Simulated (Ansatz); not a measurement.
# CH6Si + HCl: a complex and its separated parts

The complex below is one end of an elementary step. How strongly is it bound against its free parts?

The runs use Ansatz 0.2.0, Gaussian basis; PBE0-D4/def2-TZVP structures, single points in def2-TZVPP, no counterpoise correction.

Levels: SPW92, PBE-D4, BLYP-D4, r2SCAN-D4, B97M-V, PBE0-D4, B3LYP-D4, r2SCAN0-D4, BHLYP-D4, CAM-B3LYP-D4, wB97X-V, wB97M-V, B2PLYP, PBE-QIDH, RPA on PBE, Hartree-Fock, MP2, CCSD, CCSD(T).

Cores are frozen in the correlated methods. B3LYP uses VWN-RPA correlation. B2PLYP carries no dispersion term here.

21 further runs of the same task are left out: 21 set aside as unsound or not needed.

**1. Starting geometry**

The complex: 10 atoms, charge 0, spin multiplicity 1.

Atoms are counted from 1 here; the program's logs count them from 0.

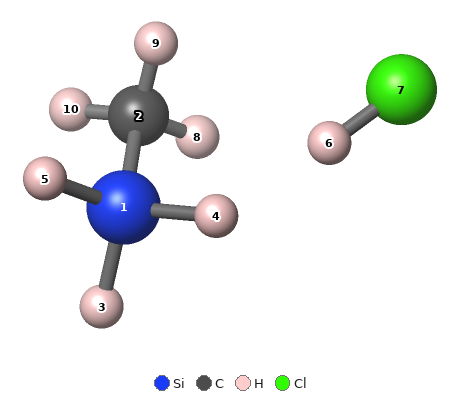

Start geometry, drawn with silicon blue, carbon dark grey, hydrogen pink, chlorine green; atoms are numbered from 1 in the order of the file.

Geometry (Å):

```xyz
10
CH7ClSi
Si   -0.4421    0.1927   -1.0332
C     0.2015   -1.1463    0.0969
H    -1.8741   -0.0180   -1.3699
H    -0.3401    1.5299   -0.3695
H     0.3447    0.2707   -2.2916
H     0.3205    1.7220    1.3884
Cl    0.7849    1.7247    2.5876
H    -0.3708   -1.1818    1.0262
H     1.2487   -0.9715    0.3528
H     0.1268   -2.1223   -0.3878
```

Its parts: CH6Si holds atoms 1, 2, 3, 4, 5, 8, 9, 10; HCl holds atoms 6, 7. Each part counts its atoms afresh in its own runs.

**2. Relaxing CH6Si alone**

Input file relax-a/in.yaml:

```yaml
crystal:
  periodic: [false, false, false]
  atoms:
    - {symbol: Si, position_ang: [-0.442079, 0.192655, -1.033182]}
    - {symbol: C, position_ang: [0.201541, -1.146285, 0.096876]}
    - {symbol: H, position_ang: [-1.874150, -0.018033, -1.369932]}
    - {symbol: H, position_ang: [-0.340112, 1.529910, -0.369528]}
    - {symbol: H, position_ang: [0.344705, 0.270660, -2.291562]}
    - {symbol: H, position_ang: [-0.370773, -1.181795, 1.026249]}
    - {symbol: H, position_ang: [1.248681, -0.971498, 0.352840]}
    - {symbol: H, position_ang: [0.126821, -2.122311, -0.387849]}
basis:
  gaussian: {orbitals: def2-TZVP}
hamiltonian: {xc: pbe0, dispersion: d4}
relax: {f_tol: 0.005, max_steps: 200}
```

The command line of these runs was not kept.

Log (excerpt; [...] marks lines left out):

```text
Functional definition: PBE0
  name "PBE0"
  cite "Adamo & Barone, J. Chem. Phys. 110, 6158 (1999) doi:10.1063/1.478522"
  cite "Perdew, Burke & Ernzerhof, Phys. Rev. Lett. 77, 3865 (1996) doi:10.1103/PhysRevLett.77.3865"
  parent pbe
[...]
712 factors; their error is unknown
[...]
mean field -9008.32769183 eV, -331.0499366109 hartree, gradient 4.2e-5 eV, S^2 0.000000; 0 other end points of the search recorded, 0 dependent functions left out
[...]
reference -9008.32772048 eV, -331.0499376638 hartree; 13, 13 occupied and 91, 91 virtual orbitals, 712 factors
relax step   1: F+E_penalty+E_count = -9008.41197988 eV  Δ(F+E_penalty+E_count) = +0.000e0 eV  max|allowed force component| = 3.578e-1 eV/Å  Δτ_max = 0.0000 Å  (22 SCF iters, accepted)
[...]
relax step   3: F+E_penalty+E_count = -9008.41538002 eV  Δ(F+E_penalty+E_count) = -2.387e-4 eV  max|allowed force component| = 4.145e-2 eV/Å  Δτ_max = 0.0059 Å  (28 SCF iters, accepted)
[...]
relax step   4: F+E_penalty+E_count = -9008.41543368 eV  Δ(F+E_penalty+E_count) = -5.366e-5 eV  max|allowed force component| = 7.982e-4 eV/Å  Δτ_max = 0.0013 Å  (20 SCF iters, accepted)
712 factors; their error is unknown
mean field -9008.33113057 eV, -331.0500629825 hartree, gradient 1.4e-5 eV, S^2 0.000000; 1 other end points of the search recorded, 0 dependent functions left out
[...]
reference -9008.33115925 eV, -331.0500640363 hartree; 13, 13 occupied and 91, 91 virtual orbitals, 712 factors
Total energy: -9008.41546235 eV, -331.0531621182 hartree
Atom 0 at    -0.441350     0.207735    -1.026875 Å, force    -0.000117     0.000157    -0.000226 eV/Å
Atom 1 at     0.200622    -1.144448     0.095091 Å, force    -0.000168     0.000604    -0.000256 eV/Å
Atom 2 at    -1.869100    -0.029262    -1.372970 Å, force    -0.000455    -0.000125    -0.000029 eV/Å
Atom 3 at    -0.338094     1.535517    -0.362998 Å, force     0.000033     0.000517     0.000226 eV/Å
Atom 4 at     0.341390     0.258074    -2.291470 Å, force     0.000312    -0.000020    -0.000361 eV/Å
Atom 5 at    -0.372871    -1.182636     1.023815 Å, force    -0.000264    -0.000231     0.000601 eV/Å
Atom 6 at     1.248538    -0.971917     0.350016 Å, force     0.000642    -0.000104     0.000235 eV/Å
Atom 7 at     0.125501    -2.119760    -0.390698 Å, force     0.000019    -0.000798    -0.000191 eV/Å
Dipole moment:     0.059467    -0.125256     0.103930 e Å
```

Wall time 3.7 s (4 threads, shared host); peak memory 0.16 GiB.

Step by step:

| step | energy from step 1 (eV) | largest force component (eV/Å) |
| --- | --- | --- |
| 1 | 0.0000 | 0.3578 |
| 2 | -0.0032 | 0.0481 |
| 3 | -0.0034 | 0.0415 |
| 4 | -0.0035 | 0.0008 |

Close pairs (by a distance rule), those that changed most:

| bond | before (Å) | after (Å) | change (Å) |
| --- | --- | --- | --- |
| Si1–H4 | 1.496 | 1.488 | -0.008 |
| Si1–C2 | 1.867 | 1.871 | +0.004 |
| Si1–H3 | 1.486 | 1.488 | +0.002 |
| Si1–H5 | 1.486 | 1.488 | +0.002 |
| C2–H6 | 1.092 | 1.092 | +0.000 |
| C2–H7 | 1.092 | 1.092 | +0.000 |
| C2–H8 | 1.092 | 1.092 | -0.000 |

**3. Relaxing HCl alone**

Input file relax-b/in.yaml:

```yaml
crystal:
  periodic: [false, false, false]
  atoms:
    - {symbol: H, position_ang: [0.320544, 1.722001, 1.388419]}
    - {symbol: Cl, position_ang: [0.784923, 1.724694, 2.587571]}
basis:
  gaussian: {orbitals: def2-TZVP}
hamiltonian: {xc: pbe0, dispersion: d4}
relax: {f_tol: 0.005, max_steps: 200}
```

Log (excerpt; [...] marks lines left out):

```text
[... 5 set-up lines as earlier in the session ...]
[...]
312 factors; their error is unknown
[...]
mean field -12535.31565574 eV, -460.6643536065 hartree, gradient 4.2e-5 eV, S^2 0.000000; 0 other end points of the search recorded, 0 dependent functions left out
[...]
reference -12535.31567113 eV, -460.6643541717 hartree; 9, 9 occupied and 34, 34 virtual orbitals, 312 factors
relax step   1: F+E_penalty+E_count = -12535.32023922 eV  Δ(F+E_penalty+E_count) = +0.000e0 eV  max|allowed force component| = 2.091e-1 eV/Å  Δτ_max = 0.0000 Å  (21 SCF iters, accepted)
[...]
relax step   2: F+E_penalty+E_count = -12535.32090563 eV  Δ(F+E_penalty+E_count) = -6.664e-4 eV  max|allowed force component| = 8.533e-2 eV/Å  Δτ_max = 0.0021 Å  (25 SCF iters, accepted)
[...]
relax step   3: F+E_penalty+E_count = -12535.32103630 eV  Δ(F+E_penalty+E_count) = -1.307e-4 eV  max|allowed force component| = 9.915e-4 eV/Å  Δτ_max = 0.0014 Å  (25 SCF iters, accepted)
312 factors; their error is unknown
[...]
mean field -12535.31645841 eV, -460.6643831041 hartree, gradient 1.0e-5 eV, S^2 0.000000; 1 other end points of the search recorded, 0 dependent functions left out
[...]
reference -12535.31647376 eV, -460.6643836680 hartree; 9, 9 occupied and 34, 34 virtual orbitals, 312 factors
Total energy: -12535.32105164 eV, -460.6645519020 hartree
Atom 0 at     0.321825     1.722008     1.391727 Å, force    -0.000384    -0.000002    -0.000991 eV/Å
Atom 1 at     0.783642     1.724687     2.584263 Å, force     0.000384     0.000002     0.000991 eV/Å
Dipole moment:    -0.094834    -0.000550    -0.244886 e Å
```

Run time: 0.8 s. Hardware: 4 threads, shared host.

Relaxation path:

| step | energy from step 1 (eV) | largest force component (eV/Å) |
| --- | --- | --- |
| 1 | 0.0000 | 0.2091 |
| 2 | -0.0007 | 0.0853 |
| 3 | -0.0008 | 0.0010 |

The bond:

| bond | before (Å) | after (Å) | change (Å) |
| --- | --- | --- | --- |
| H1–Cl2 | 1.286 | 1.279 | -0.007 |

**4. wB97M-V/def2-TZVPP**

Input file parta/in.yaml:

```yaml
crystal:
  periodic: [false, false, false]
  atoms:
    - {symbol: Si, position_ang: [-0.441350, 0.207735, -1.026875]}
    - {symbol: C, position_ang: [0.200622, -1.144448, 0.095091]}
    - {symbol: H, position_ang: [-1.869100, -0.029262, -1.372970]}
    - {symbol: H, position_ang: [-0.338094, 1.535517, -0.362998]}
    - {symbol: H, position_ang: [0.341390, 0.258074, -2.291470]}
    - {symbol: H, position_ang: [-0.372871, -1.182636, 1.023815]}
    - {symbol: H, position_ang: [1.248538, -0.971917, 0.350016]}
    - {symbol: H, position_ang: [0.125501, -2.119760, -0.390698]}
basis:
  gaussian: {orbitals: def2-TZVPP}
hamiltonian: {xc: {name: wB97M-V}}
```

Input file partb/in.yaml:

```yaml
crystal:
  periodic: [false, false, false]
  atoms:
    - {symbol: H, position_ang: [0.321825, 1.722008, 1.391727]}
    - {symbol: Cl, position_ang: [0.783642, 1.724687, 2.584263]}
basis:
  gaussian: {orbitals: def2-TZVPP}
hamiltonian: {xc: {name: wB97M-V}}
```

Output in parta (excerpt; [...] marks lines left out):

```text
Functional definition: wB97M-V
  name "wB97M-V"
  cite "Mardirossian & Head-Gordon, J. Chem. Phys. 144, 214110 (2016) doi:10.1063/1.4952647"
  cite "Becke, J. Chem. Phys. 107, 8554 (1997) doi:10.1063/1.475007"
  cite "Vydrov & Van Voorhis, J. Chem. Phys. 133, 244103 (2010) doi:10.1063/1.3521275"
  # Of w^i u^j: cxij and so on, Table III.
[...]
  gx(w, u) = 1 - cx + cx01*u + cx10*w
  gss(w, u) = css00 + css04*u^4 + css10*w + css20*w^2 + css43*w^4*u^3
  gos(w, u) = cos00 + cos10*w + (cos20 + cos21*u)*w^2 + (cos60 + cos61*u)*w^6
[...]
      + integral(e_c_pw_mod_opposite_spin*gos(b97_w_opposite, b97_u_opposite)) + vv10(b, c)
825 factors; their error is unknown
217 factors; integrals over basis functions are off by at most 1.1e-5 eV
[...]
mean field -9011.51811633 eV, -331.1671825488 hartree, gradient 1.8e-5 eV, S^2 0.000000; 0 other end points of the search recorded, 0 dependent functions left out
reference -9011.51816329 eV, -331.1671842746 hartree; 13, 13 occupied and 144, 144 virtual orbitals, 825 factors
Total energy: -9011.51816329 eV, -331.1671842746 hartree
```

Output in partb (excerpt; [...] marks lines left out):

```text
[... 5 set-up lines as earlier in the session ...]
  # Of w^i u^j: cxij and so on, Table III.
[...]
  gx(w, u) = 1 - cx + cx01*u + cx10*w
  gss(w, u) = css00 + css04*u^4 + css10*w + css20*w^2 + css43*w^4*u^3
  gos(w, u) = cos00 + cos10*w + (cos20 + cos21*u)*w^2 + (cos60 + cos61*u)*w^6
[...]
      + integral(e_c_pw_mod_opposite_spin*gos(b97_w_opposite, b97_u_opposite)) + vv10(b, c)
369 factors; their error is unknown
61 factors; integrals over basis functions are off by at most 9.0e-5 eV
[...]
mean field -12538.73839056 eV, -460.7901367908 hartree, gradient 5.6e-5 eV, S^2 0.000000; 0 other end points of the search recorded, 0 dependent functions left out
reference -12538.73841360 eV, -460.7901376378 hartree; 9, 9 occupied and 47, 47 virtual orbitals, 369 factors
Total energy: -12538.73841360 eV, -460.7901376378 hartree
```

Times: 3 s (parta), 0.5 s (partb) on 4 threads, shared host; peak memory 0.33 GiB.

**5. CCSD(T)/def2-TZVPP**

Each input of step 4 (parta, partb) changes in the same lines:

```diff
-hamiltonian: {xc: {name: wB97M-V}}
+correlation: {method: ccsd_t}
```

Output in parta (excerpt; [...] marks lines left out):

```text
Functional definition: HF
  name "HF"
  cite "Fock, Z. Phys. 61, 126 (1930) doi:10.1007/BF01340294"
[... 1 set-up line as earlier in the session ...]
[...]
873 factors; integrals over basis functions are off by at most 1.0e-3 eV
[...]
mean field -8988.50406998 eV, -330.3214319447 hartree, gradient 3.1e-6 eV, S^2 0.000000; 0 other end points of the search recorded, 0 dependent functions left out
6 core orbitals not correlated: weight in the atoms' cores, before any rotation towards them, 1.000 or more for the frozen orbitals, at most 0.000 for the correlated occupied ones
reference -8988.50406998 eV, -330.3214319447 hartree; 7, 7 occupied and 144, 144 virtual orbitals, 873 factors
second order -8.65904009 eV of doubles, -0.00000000 eV of singles
cycle   1  -9.41197896 eV  change   -7.5e-1 eV  update   6.4e-2
[...]
cycle   8  -9.72781826 eV  change   -4.8e-6 eV  update   1.1e-5
perturbative correction -0.30784856 eV, -0.0113132259 hartree
Total energy: -8998.53973679 eV, -330.6902358977 hartree
```

partb printed (excerpt; [...] marks lines left out):

```text
[... 4 set-up lines as earlier in the session ...]
[...]
322 factors; integrals over basis functions are off by at most 1.4e-3 eV
[...]
mean field -12519.93379486 eV, -460.0990806452 hartree, gradient 2.9e-6 eV, S^2 0.000000; 0 other end points of the search recorded, 0 dependent functions left out
5 core orbitals not correlated: weight in the atoms' cores, before any rotation towards them, 1.000 or more for the frozen orbitals, at most 0.000 for the correlated occupied ones
reference -12519.93379486 eV, -460.0990806452 hartree; 4, 4 occupied and 47, 47 virtual orbitals, 322 factors
second order -5.53925712 eV of doubles, -0.00000000 eV of singles
cycle   1  -5.96028205 eV  change   -4.2e-1 eV  update   3.9e-2
[...]
cycle   7  -6.10182400 eV  change   -6.0e-6 eV  update   7.9e-6
perturbative correction -0.21572270 eV, -0.0079276630 hartree
Total energy: -12526.25134156 eV, -460.3312462043 hartree
```

They took 6 s (parta), 0.31 s (partb) on 4 threads, shared host; peak memory 1 GiB.

**6. Vibrations of CH6Si**

Input file vib-parta/in.yaml:

```yaml
crystal:
  periodic: [false, false, false]
  atoms:
    - {symbol: Si, position_ang: [-0.441350, 0.207735, -1.026875]}
    - {symbol: C, position_ang: [0.200622, -1.144448, 0.095091]}
    - {symbol: H, position_ang: [-1.869100, -0.029262, -1.372970]}
    - {symbol: H, position_ang: [-0.338094, 1.535517, -0.362998]}
    - {symbol: H, position_ang: [0.341390, 0.258074, -2.291470]}
    - {symbol: H, position_ang: [-0.372871, -1.182636, 1.023815]}
    - {symbol: H, position_ang: [1.248538, -0.971917, 0.350016]}
    - {symbol: H, position_ang: [0.125501, -2.119760, -0.390698]}
basis:
  gaussian: {orbitals: def2-TZVP}
hamiltonian: {xc: pbe0, dispersion: d4}
phonons: {temperatures: {t_min: 298.15, t_max: 900, t_step: 200}}
```

Log (excerpt; [...] marks lines left out):

```text
[... 5 set-up lines as earlier in the session ...]
[...]
712 factors; their error is unknown
[...]
mean field -9008.33113049 eV, -331.0500629795 hartree, gradient 3.8e-5 eV, S^2 0.000000; 0 other end points of the search recorded, 0 dependent functions left out
[...]
reference -9008.33115916 eV, -331.0500640331 hartree; 13, 13 occupied and 91, 91 virtual orbitals, 712 factors
[... from here to the last solve, the lines of the solves are left out (47 solves) ...]
712 factors; their error is unknown
mean field -9008.33109778 eV, -331.0500617771 hartree, gradient 8.4e-7 eV, S^2 0.000000; 0 other end points of the search recorded, 0 dependent functions left out
[...]
Atom 0 at    -0.441350     0.207735    -1.026875 Å, force    -0.000142     0.000155    -0.000233 eV/Å
Atom 1 at     0.200622    -1.144448     0.095091 Å, force    -0.000152     0.000597    -0.000235 eV/Å
Atom 2 at    -1.869100    -0.029262    -1.372970 Å, force    -0.000437    -0.000117    -0.000032 eV/Å
Atom 3 at    -0.338094     1.535517    -0.362998 Å, force     0.000037     0.000523     0.000237 eV/Å
Atom 4 at     0.341390     0.258074    -2.291470 Å, force     0.000312    -0.000022    -0.000364 eV/Å
Atom 5 at    -0.372871    -1.182636     1.023815 Å, force    -0.000265    -0.000234     0.000588 eV/Å
Atom 6 at     1.248538    -0.971917     0.350016 Å, force     0.000627    -0.000091     0.000219 eV/Å
Atom 7 at     0.125501    -2.119760    -0.390698 Å, force     0.000019    -0.000811    -0.000179 eV/Å
Dipole moment:     0.059468    -0.125255     0.103930 e Å
Vibrations: 197.70 514.32 514.33 706.95 879.53 879.53 935.67 951.79 951.80 1278.35 1452.40 1452.43 2219.83 2220.69 2220.71 3055.40 3141.31 3141.35 cm⁻¹, zero-point energy 1.656063 eV
```

Run time: 26 s. Hardware: 4 threads, shared host; peak memory 0.16 GiB.

Wavenumbers and character of the modes:

| mode | wavenumber (cm⁻¹) | character |
| --- | --- | --- |
| 1 | 198 | torsion |
| 2 | 514 | bend |
| 3 | 514 | bend |
| 4 | 707 | Si–C stretch |
| 5 | 880 | bend with torsion |
| 6 | 880 | bend with torsion |
| 7 | 936 | bend |
| 8 | 952 | bend with torsion |
| 9 | 952 | bend with torsion |
| 10 | 1278 | bend |
| 11 | 1452 | bend |
| 12 | 1452 | bend |
| 13 | 2220 | Si–H stretch |
| 14 | 2221 | Si–H stretch |
| 15 | 2221 | Si–H stretch |
| 16 | 3055 | C–H stretch |
| 17 | 3141 | C–H stretch |
| 18 | 3141 | C–H stretch |

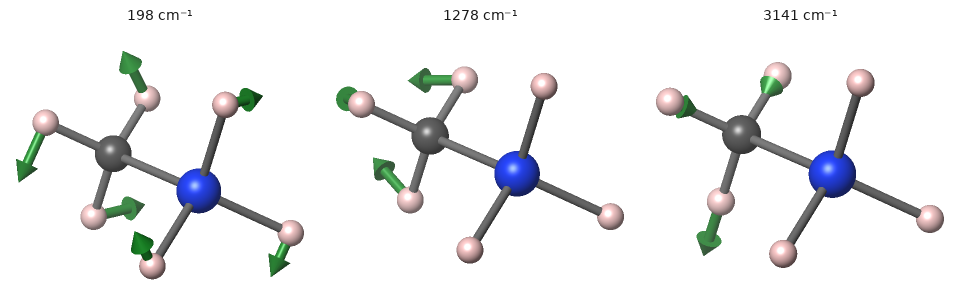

How the atoms move in 3 of the modes.

Vibrational sums (real modes only):

| T (K) | entropy (J/mol/K) | heat capacity (J/mol/K) |
| --- | --- | --- |
| 298 | 18.5 | 32.7 |
| 498 | 42.3 | 61.2 |
| 698 | 66.4 | 81.7 |
| 898 | 88.9 | 96.8 |

**7. Vibrations of HCl**

Input file vib-partb/in.yaml:

```yaml
crystal:
  periodic: [false, false, false]
  atoms:
    - {symbol: H, position_ang: [0.321825, 1.722008, 1.391727]}
    - {symbol: Cl, position_ang: [0.783642, 1.724687, 2.584263]}
basis:
  gaussian: {orbitals: def2-TZVP}
hamiltonian: {xc: pbe0, dispersion: d4}
phonons: {temperatures: {t_min: 298.15, t_max: 900, t_step: 200}}
```

Log (excerpt; [...] marks lines left out):

```text
[... 5 set-up lines as earlier in the session ...]
[...]
312 factors; their error is unknown
[...]
mean field -12535.31645842 eV, -460.6643831041 hartree, gradient 4.2e-5 eV, S^2 0.000000; 0 other end points of the search recorded, 0 dependent functions left out
[...]
reference -12535.31647376 eV, -460.6643836680 hartree; 9, 9 occupied and 34, 34 virtual orbitals, 312 factors
[...]
312 factors; their error is unknown
[...]
mean field -12535.31645842 eV, -460.6643831041 hartree, gradient 1.1e-6 eV, S^2 0.000000; 0 other end points of the search recorded, 0 dependent functions left out
[...]
reference -12535.31647376 eV, -460.6643836680 hartree; 9, 9 occupied and 34, 34 virtual orbitals, 312 factors
[...]
312 factors; their error is unknown
mean field -12535.31635832 eV, -460.6643794255 hartree, gradient 6.3e-7 eV, S^2 0.000000; 0 other end points of the search recorded, 0 dependent functions left out
[...]
reference -12535.31637367 eV, -460.6643799899 hartree; 9, 9 occupied and 34, 34 virtual orbitals, 312 factors
[...]
312 factors; their error is unknown
[...]
mean field -12535.31635616 eV, -460.6643793461 hartree, gradient 4.5e-7 eV, S^2 0.000000; 0 other end points of the search recorded, 0 dependent functions left out
[...]
reference -12535.31637149 eV, -460.6643799096 hartree; 9, 9 occupied and 34, 34 virtual orbitals, 312 factors
Total energy: -12535.32105164 eV, -460.6645519021 hartree
Atom 0 at     0.321825     1.722008     1.391727 Å, force    -0.000377    -0.000002    -0.000973 eV/Å
Atom 1 at     0.783642     1.724687     2.584263 Å, force     0.000377     0.000002     0.000973 eV/Å
Dipole moment:    -0.094834    -0.000550    -0.244886 e Å
Vibrations: 2997.26 cm⁻¹, zero-point energy 0.185807 eV
```

Run time: 1.3 s. Hardware: 4 threads, shared host.

Wavenumbers and character of the modes:

| mode | wavenumber (cm⁻¹) | character |
| --- | --- | --- |
| 1 | 2997 | Cl–H stretch |

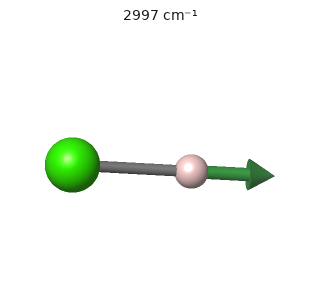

Displacements of 1 modes, as arrows.

Vibrational sums (real modes only):

| T (K) | entropy (J/mol/K) | heat capacity (J/mol/K) |
| --- | --- | --- |
| 298 | 0.0 | 0.0 |
| 498 | 0.0 | 0.1 |
| 698 | 0.1 | 0.7 |
| 898 | 0.4 | 1.6 |

**8. Complex less separated parts**

The complex's own energies come from single points at the same levels. Levels not printed above were run the same way.

Rows are in def2-TZVPP; times add the 3 runs of a level on a shared host, so small differences are noise.

Differences are taken before rounding.

| method | rung | complex less parts (kJ/mol) | from CCSD(T) (kJ/mol) | time |
| --- | --- | --- | --- | --- |
| SPW92 | LDA | -18.2 | -11.4 | 1.7 s |
| PBE-D4 | GGA | -12.1 | -5.3 | 2.5 s |
| BLYP-D4 | GGA | -10.2 | -3.4 | 2.5 s |
| r2SCAN-D4 | meta-GGA | -8.9 | -2.1 | 4.9 s |
| B97M-V | meta-GGA | -9.4 | -2.6 | 9.7 s |
| PBE0-D4 | hybrid | -10.0 | -3.3 | 3.1 s |
| B3LYP-D4 | hybrid | -9.5 | -2.8 | 3 s |
| r2SCAN0-D4 | hybrid | -8.3 | -1.5 | 4.9 s |
| BHLYP-D4 | hybrid | -8.5 | -1.7 | 2.9 s |
| CAM-B3LYP-D4 | range-separated hybrid | -9.1 | -2.4 | 3.5 s |
| wB97X-V | range-separated hybrid | -7.7 | -1.0 | 8 s |
| wB97M-V | range-separated hybrid | -7.9 | -1.1 | 9.5 s |
| B2PLYP | double hybrid | -4.7 | +2.0 | 5.4 s |
| PBE-QIDH | double hybrid | -6.2 | +0.6 | 5.3 s |
| RPA on PBE | RPA | -3.9 | +2.9 | 5.2 s |
| Hartree-Fock | wavefunction | 4.0 | +10.7 |  |
| MP2 | wavefunction | -7.8 | -1.0 |  |
| CCSD | wavefunction | -5.1 | +1.7 |  |
| CCSD(T) | wavefunction | -6.8 | 0 | 44 s |

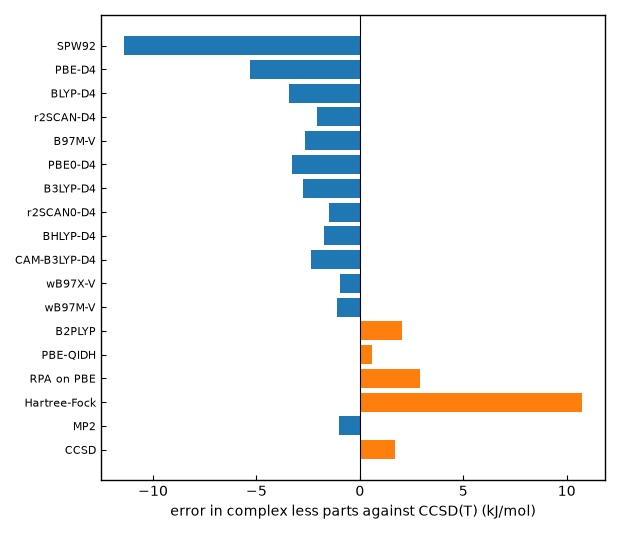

Deviations from CCSD(T), method by method.

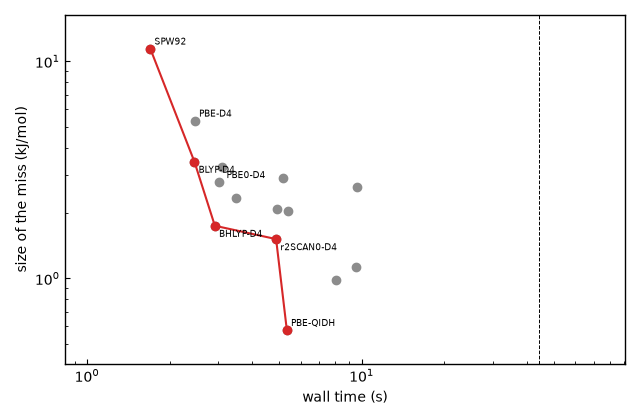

Miss against cost. Red marks the levels that no quicker level drawn beats (of those quicker than the yardstick), and the dashed line is the time of CCSD(T). Only those levels and the largest misses are named. Times are from a shared host.

PBE-QIDH reaches 0.6 kJ/mol from the reference in 5.3 s, where CCSD(T) took 44 s; the quickest level in the cost chart, SPW92, takes 1.7 s and misses by 11.4 kJ/mol.

The complex's zero-point energy, from a separate PBE0-D4 run, is 1.879 eV.

**9. Results**

| quantity | value |
| --- | --- |
| complex less parts, CCSD(T)/def2-TZVPP | -6.8 kJ/mol |
| with zero-point energy | -3.2 kJ/mol |
| largest T1 diagnostic | 0.010 |

At CCSD(T) the complex lies 6.8 kJ/mol below its parts. The functionals run from PBE-QIDH, off by +0.6 kJ/mol, to SPW92, off by -11.4 kJ/mol, against CCSD(T). Mean unsigned error by rung: LDA 11.4, GGA 4.4, meta-GGA 2.4, hybrid 2.3, range-separated hybrid 1.5, double hybrid 1.3 kJ/mol. PBE-D4 gives a relative energy 5.3 kJ/mol too low, an error of 79 % of the reference. No counterpoise was applied, and triple zeta lacks some correlation, so the CCSD(T) reference has a basis error of its own, and close matches with it are partly luck.
